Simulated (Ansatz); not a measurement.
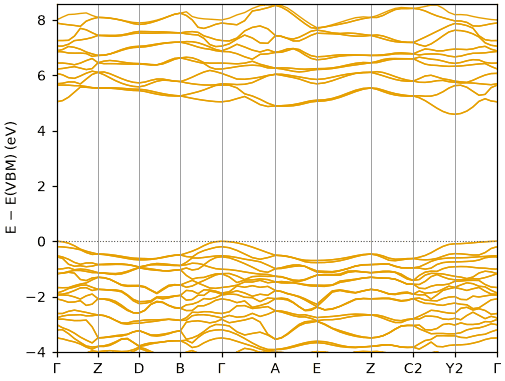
Figure. Band structure from r²SCAN with spin–orbit coupling in the plane-wave PAW code Ansatz

Q: Read off the gap and where the band edges lie.

A: About 4.6 eV (4.59 eV by a search for the band edges); maximum at Γ, minimum at Y2.

The material is HfO₂ in space group P2_1/c (No. 14; Hf on 4e, O on 4e, O on 4e).

The r²SCAN relaxation kept the symmetry of its start. No spin polarisation was allowed.

Potentials: the later of the program's two PAW sets.
